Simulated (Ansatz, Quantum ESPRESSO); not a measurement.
# Pm3Al (Pm-3m): zone-centre phonons, part 2 of 3

Which modes does Pm3Al (Pm-3m) have at the zone centre?

Quantum ESPRESSO 7.5; DFT PBEsol, scalar-relativistic, plane waves, PseudoDojo norm-conserving, 4f in core pseudopotentials.

So far. Step 2 (A probe with smearing): No gap opens on this mesh, so smearing is kept; the start stands at -2.0 GPa. Step 4 (Self-consistent run for the response): The cell stands at -0.027 GPa, close enough for phonons. The relaxed cell has a = 4.768 Å (conventional setting).

## Step 5: Linear response at Γ

At q = 0 one unit cell holds all displacements; symmetry groups them into irreducible representations that are solved one by one. With smeared occupations no response to a homogeneous field can be asked.

ph.in reads:

```
phonons
&INPUTPH
  prefix       = 'x'
  outdir       = './tmp'
  fildyn       = 'g.dyn'
  tr2_ph       = 1.0d-18
  alpha_mix(1) = 0.4
  nmix_ph      = 8
/
0.000000000 0.000000000 0.000000000
```

Command:

```
OMP_NUM_THREADS=1 mpirun -n 4 ph.x -nk 4 -in ph.in > ph.out
```

The log of the run:

```text
[banners, grids, parts of the stress and lines that vanish by symmetry left out]
[banner, memory and clock lines left out]
Program PHONON v.7.5

     ./tmp/x.save/

     IMPORTANT: XC functional enforced from input :
     Exchange-correlation= PBESOL
                           (   1   4  10   8   0   0   0)
     Any further DFT definition will be discarded
     Please, verify this is what you really want

     G-vector sticks info

     Reading collected, re-writing distributed wavefunctions in ./tmp/

     Number and degeneracy of irreps per q-point
       N         xq(1)         xq(2)         xq(3)   N irreps
       1   0.000000000   0.000000000   0.000000000       4
        3   3   3   3

     Calculation of q =    0.0000000   0.0000000   0.0000000

     phonons

     bravais-lattice index     =            1
     lattice parameter (alat)  =       9.0112  a.u.
     unit-cell volume          =     731.7137 (a.u.)^3
     number of atoms/cell      =            4
     number of atomic types    =            2
     kinetic-energy cut-off    =      44.0000  Ry
     charge density cut-off    =     176.0000  Ry
     convergence threshold     =      1.0E-18
     beta                      =       0.4000
     number of iterations used =            8
     Exchange-correlation= PBESOL
                           (   1   4  10   8   0   0   0)

     celldm(1)=    9.01115  celldm(2)=    0.00000  celldm(3)=    0.00000
     celldm(4)=    0.00000  celldm(5)=    0.00000  celldm(6)=    0.00000

     crystal axes: (cart. coord. in units of alat)
               a(1) = (  1.0000  0.0000  0.0000 )
               a(2) = (  0.0000  1.0000  0.0000 )
               a(3) = (  0.0000  0.0000  1.0000 )

     reciprocal axes: (cart. coord. in units 2 pi/alat)
               b(1) = (  1.0000  0.0000  0.0000 )
               b(2) = (  0.0000  1.0000  0.0000 )
               b(3) = (  0.0000  0.0000  1.0000 )

     Atoms inside the unit cell:

     Cartesian axes

     site n.  atom      mass           positions (alat units)
        1  Pm    144.9128   tau(    1) = (    0.00000    0.50000    0.50000  )
        2  Pm    144.9128   tau(    2) = (    0.50000    0.00000    0.50000  )
        3  Pm    144.9128   tau(    3) = (    0.50000    0.50000    0.00000  )
        4  Al     26.9815   tau(    4) = (    0.00000    0.00000    0.00000  )

     Computing dynamical matrix for
                    q = (   0.0000000   0.0000000   0.0000000 )

     49 Sym.Ops. (with q -> -q+G )

     G cutoff =  362.0043  (  28887 G-vectors)     FFT grid: ( 40, 40, 40)

     number of k points=    20  Marzari-Vanderbilt smearing, width (Ry)=  0.0200
                       cart. coord. in units 2pi/alat
        k(    1) = (   0.0000000   0.0000000   0.0000000), wk =   0.0092593
        k(    2) = (   0.0000000   0.0000000   0.1666667), wk =   0.0555556
        k(    3) = (   0.0000000   0.0000000   0.3333333), wk =   0.0555556
        [... further k-points left out ...]

     PseudoPot. # 1 for Pm read from file:
     ./pseudo/Pm.upf
     Pseudo is Norm-conserving + core correction, Zval = 11.0
     Using radial grid of 1734 points,  7 beta functions with:
                l(1) =   0
                l(2) =   0
                l(3) =   1
                l(4) =   1
                l(5) =   2
                l(6) =   2
                l(7) =   3

     PseudoPot. # 2 for Al read from file:
     ./pseudo/Al.upf
     Pseudo is Norm-conserving + core correction, Zval =  3.0
     Using radial grid of 1876 points,  6 beta functions with:
                l(1) =   0
                l(2) =   0
                l(3) =   1
                l(4) =   1
                l(5) =   2
                l(6) =   2

     Mode symmetry, O_h (m-3m)  point group:

     Atomic displacements:
     There are    4 irreducible representations

     Representation     1      3 modes -  To be done

     Representation     2      3 modes -  To be done

     Representation     3      3 modes -  To be done

     Representation     4      3 modes -  To be done

     Alpha used in Ewald sum =   1.6000

     Representation #   1 modes #   1   2   3

     Self-consistent Calculation
      thresh= 1.000E-02 alpha_mix =  0.400 |ddv_scf|^2 =  2.996E-06
      thresh= 1.731E-04 alpha_mix =  0.400 |ddv_scf|^2 =  2.500E-07
      thresh= 5.000E-05 alpha_mix =  0.400 |ddv_scf|^2 =  1.116E-09
      thresh= 3.341E-06 alpha_mix =  0.400 |ddv_scf|^2 =  7.056E-11
      thresh= 8.400E-07 alpha_mix =  0.400 |ddv_scf|^2 =  2.416E-12
      thresh= 1.554E-07 alpha_mix =  0.400 |ddv_scf|^2 =  1.328E-13
      thresh= 3.644E-08 alpha_mix =  0.400 |ddv_scf|^2 =  7.937E-15
      thresh= 8.909E-09 alpha_mix =  0.400 |ddv_scf|^2 =  3.012E-16
      thresh= 1.736E-09 alpha_mix =  0.400 |ddv_scf|^2 =  6.490E-18
      thresh= 2.547E-10 alpha_mix =  0.400 |ddv_scf|^2 =  1.091E-18
      thresh= 1.044E-10 alpha_mix =  0.400 |ddv_scf|^2 =  7.040E-21

     End of self-consistent calculation

     Convergence has been achieved

     Representation #   2 modes #   4   5   6

     Self-consistent Calculation
      thresh= 1.000E-02 alpha_mix =  0.400 |ddv_scf|^2 =  3.931E-08
      thresh= 1.983E-05 alpha_mix =  0.400 |ddv_scf|^2 =  2.986E-09
      thresh= 5.465E-06 alpha_mix =  0.400 |ddv_scf|^2 =  9.779E-11
[...]
End of self-consistent calculation

     Convergence has been achieved

     Representation #   3 modes #   7   8   9

     Self-consistent Calculation
[...]
End of self-consistent calculation

     Convergence has been achieved

     Representation #   4 modes #  10  11  12

     Self-consistent Calculation
[...]
thresh= 1.288E-05 alpha_mix =  0.400 |ddv_scf|^2 =  3.343E-10
      thresh= 1.828E-06 alpha_mix =  0.400 |ddv_scf|^2 =  4.836E-12
      thresh= 2.199E-07 alpha_mix =  0.400 |ddv_scf|^2 =  3.811E-13
      thresh= 6.173E-08 alpha_mix =  0.400 |ddv_scf|^2 =  4.445E-15
      thresh= 6.667E-09 alpha_mix =  0.400 |ddv_scf|^2 =  2.815E-17
      thresh= 5.305E-10 alpha_mix =  0.400 |ddv_scf|^2 =  6.794E-18
      thresh= 2.607E-10 alpha_mix =  0.400 |ddv_scf|^2 =  1.728E-20

     End of self-consistent calculation

     Convergence has been achieved

     Number of q in the star =    1
     List of q in the star:
          1   0.000000000   0.000000000   0.000000000

     Diagonalizing the dynamical matrix

     q = (    0.000000000   0.000000000   0.000000000 )

 **************************************************************************
     freq (    1) =      -0.132081 [THz] =      -4.405747 [cm-1]
     freq (    2) =      -0.132081 [THz] =      -4.405747 [cm-1]
     freq (    3) =      -0.132081 [THz] =      -4.405747 [cm-1]
     freq (    4) =       2.111684 [THz] =      70.438196 [cm-1]
     freq (    5) =       2.111684 [THz] =      70.438196 [cm-1]
     freq (    6) =       2.111684 [THz] =      70.438196 [cm-1]
     freq (    7) =       4.064520 [THz] =     135.577782 [cm-1]
     freq (    8) =       4.064520 [THz] =     135.577782 [cm-1]
     freq (    9) =       4.064520 [THz] =     135.577782 [cm-1]
     freq (   10) =       5.211442 [THz] =     173.834995 [cm-1]
     freq (   11) =       5.211442 [THz] =     173.834995 [cm-1]
     freq (   12) =       5.211442 [THz] =     173.834995 [cm-1]
 **************************************************************************

     Mode symmetry, O_h (m-3m)  point group:

     freq (   1-   3) =         -4.4  [cm-1]   --> T_1u G_15  G_4- I
     freq (   4-   6) =         70.4  [cm-1]   --> T_2u G_25  G_5-
     freq (   7-   9) =        135.6  [cm-1]   --> T_1u G_15  G_4- I
     freq (  10-  12) =        173.8  [cm-1]   --> T_1u G_15  G_4- I
```

The job ended after 3.6 min (4 MPI ranks of Arm Neoverse V2, shared host).

This step gave:

```yaml
largest_acoustic_frequency_at_the_zone_centre_before_the_sum_rule: -4.41 cm⁻¹
highest_optical_zone_centre_mode_no_lo_to_term: 173.8 cm⁻¹
lowest_optical_zone_centre_mode: 70.44 cm⁻¹
```

The acoustic modes at Γ come out as far as 4.4 cm⁻¹ from zero, where they should vanish, a small numerical error.

## Step 6: Zone-centre analysis

A rigid shift of the crystal must cost nothing, but grids and finite bases break this; the acoustic sum rule is imposed before the matrix is diagonalised again.

dynmat.in reads:

```
&INPUT
  fildyn = 'g.dyn'
  asr    = 'simple'
  fileig = 'dynmat.eig'
/
```

Command:

```
dynmat.x -in dynmat.in > dynmat.out
```

The log of the run:

```text
[banner, memory and clock lines left out]
Program DYNMAT v.7.5

     Reading Dynamical Matrix from file g.dyn
     ...Force constants read
     ...epsilon and Z* not read (not found on file)
     A direction for q was not specified:TO-LO splitting will be absent

     Polarizability (A^3 units)
     multiply by 1.000000 for Clausius-Mossotti correction
         0.000000    0.000000    0.000000
         0.000000    0.000000    0.000000
         0.000000    0.000000    0.000000

     IR activities are in (D/A)^2/amu units

# mode   [cm-1]    [THz]      IR
    1      0.00    0.0000    0.0000
    2      0.00    0.0000    0.0000
    3      0.00    0.0000    0.0000
    4     70.58    2.1160    0.0000
    5     70.58    2.1160    0.0000
    6     70.58    2.1160    0.0000
    7    135.65    4.0668    0.0000
    8    135.65    4.0668    0.0000
    9    135.65    4.0668    0.0000
   10    173.85    5.2118    0.0000
   11    173.85    5.2118    0.0000
   12    173.85    5.2118    0.0000

[end of the log left out, with the tail of the file of modes that dynmat.x writes under the same name]
```

Wall time 0.48 s (1 thread).

This step gave:

- lowest optical zone-centre mode: 70.58 cm⁻¹

Unit eigenvectors of the mass-weighted matrix after the sum rule; no LO-TO term. The modes at Γ (shares of kinetic energy by element, %):

```
mode  frequency (cm⁻¹)  symmetry  Pm %  Al %
   1               0.0  acoustic    94     6
   2               0.0  acoustic    94     6
   3               0.0  acoustic    94     6
   4              70.6       T2u   100     0
   5              70.6       T2u   100     0
   6              70.6       T2u   100     0
   7             135.6       T1u   100     0
   8             135.6       T1u   100     0
   9             135.6       T1u   100     0
  10             173.8       T1u     6    94
  11             173.8       T1u     6    94
  12             173.8       T1u     6    94
```

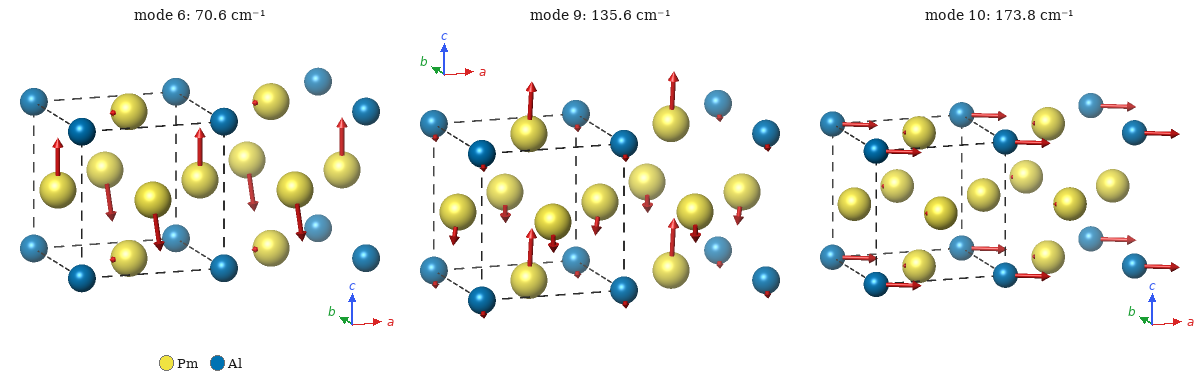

Displacement patterns of modes 6, 9 and 10 at Γ; arrows are exaggerated. 2×1×1 cells are drawn. Some periodic images of atoms are drawn too.

The rule moves no optical mode by more than 0.2 cm⁻¹.

## Step 7: Sum rules set otherwise: a sum rule for molecules or wires on a crystal

This rule also removes rotations, which suits molecules and not a crystal; it is tried to see the harm.

dynmat.in reads:

```
&INPUT
  fildyn = 'g.dyn'
  asr    = 'zero-dim'
  fileig = 'dynmat.eig'
/
```

Command:

```
dynmat.x -in dynmat.in > dynmat.out
```

The log of the run:

```text
[banner, memory and clock lines left out]
Program DYNMAT v.7.5

     Reading Dynamical Matrix from file g.dyn
     ...Force constants read
     ...epsilon and Z* not read (not found on file)
     Acoustic Sum Rule: || Z*(ASR) - Z*(orig)|| =    0.000000E+00
     Acoustic Sum Rule: ||dyn(ASR) - dyn(orig)||=    1.883658E-01
     A direction for q was not specified:TO-LO splitting will be absent

     Polarizability (A^3 units)
     multiply by 1.000000 for Clausius-Mossotti correction
         0.000000    0.000000    0.000000
         0.000000    0.000000    0.000000
         0.000000    0.000000    0.000000

     IR activities are in (D/A)^2/amu units

# mode   [cm-1]    [THz]      IR
    1     -0.00   -0.0000    0.0000
    2     -0.00   -0.0000    0.0000
    3     -0.00   -0.0000    0.0000
    4     -0.00   -0.0000    0.0000
    5      0.00    0.0000    0.0000
    6      0.00    0.0000    0.0000
    7     89.35    2.6786    0.0000
    8     89.35    2.6786    0.0000
    9    135.58    4.0645    0.0000
   10    170.87    5.1226    0.0000
   11    170.87    5.1226    0.0000
   12    173.78    5.2098    0.0000

[end of the log left out, with the tail of the file of modes that dynmat.x writes under the same name]
```

Elapsed: 0.48 s, on 1 thread.

The program raised no error, yet the settings are not those of a careful run.

The fault: a sum rule for molecules or wires on a crystal; 3 optical modes are projected out to zero frequency, as if they were rotations.

For a crystal the rule has to be 'simple' or 'crystal'.

Zone-centre frequencies as printed; negative means imaginary. Modes:

```
mode  frequency (cm⁻¹)
   1                 0
   2                 0
   3                 0
   4                 0
   5                 0
   6                 0
   7             89.35
   8             89.35
   9             135.6
  10             170.9
  11             170.9
  12             173.8
```

## Step 8: Sum rules set otherwise (asr crystal)

The rule can be imposed in more than one way; the choices should agree where the raw error is small.

dynmat.in reads:

```
&INPUT
  fildyn = 'g.dyn'
  asr    = 'crystal'
  fileig = 'dynmat.eig'
/
```

Command:

```
dynmat.x -in dynmat.in > dynmat.out
```

The log of the run:

```text
[banner, memory and clock lines left out]
Program DYNMAT v.7.5

     Reading Dynamical Matrix from file g.dyn
     ...Force constants read
     ...epsilon and Z* not read (not found on file)
     Acoustic Sum Rule: || Z*(ASR) - Z*(orig)|| =    0.000000E+00
     Acoustic Sum Rule: ||dyn(ASR) - dyn(orig)||=    3.732211E-04
     A direction for q was not specified:TO-LO splitting will be absent

     Polarizability (A^3 units)
     multiply by 1.000000 for Clausius-Mossotti correction
         0.000000    0.000000    0.000000
         0.000000    0.000000    0.000000
         0.000000    0.000000    0.000000

     IR activities are in (D/A)^2/amu units

# mode   [cm-1]    [THz]      IR
    1     -0.00   -0.0000    0.0000
    2     -0.00   -0.0000    0.0000
    3      0.00    0.0000    0.0000
    4     70.44    2.1117    0.0000
    5     70.44    2.1117    0.0000
    6     70.44    2.1117    0.0000
    7    135.58    4.0645    0.0000
    8    135.58    4.0645    0.0000
    9    135.58    4.0645    0.0000
   10    173.78    5.2098    0.0000
   11    173.78    5.2098    0.0000
   12    173.78    5.2098    0.0000

[end of the log left out, with the tail of the file of modes that dynmat.x writes under the same name]
```

Elapsed: 0.47 s, on 1 thread.

This step gave:

```yaml
lowest_optical_zone_centre_mode: 70.44 cm⁻¹
```

Zone-centre frequencies as printed; negative means imaginary. Modes:

```
mode  frequency (cm⁻¹)
   1                 0
   2                 0
   3                 0
   4             70.44
   5             70.44
   6             70.44
   7             135.6
   8             135.6
   9             135.6
  10             173.8
  11             173.8
  12             173.8
```

Against the first rule no mode moves by more than 0.2 cm⁻¹.

(Part 2 of 3 ends here.)

[Host names and launcher messages were left out of these logs when they were recorded.]

[Logs are printed without paths, hosts, clocks, repeated set-up lines and the standing remarks that a program may print on its own settings, such as how far it seeks lower states.]

[Hosts, paths, dates, database ids (printed as entryN), source tags and the programs' standing remarks are cut or masked in the printed files.]
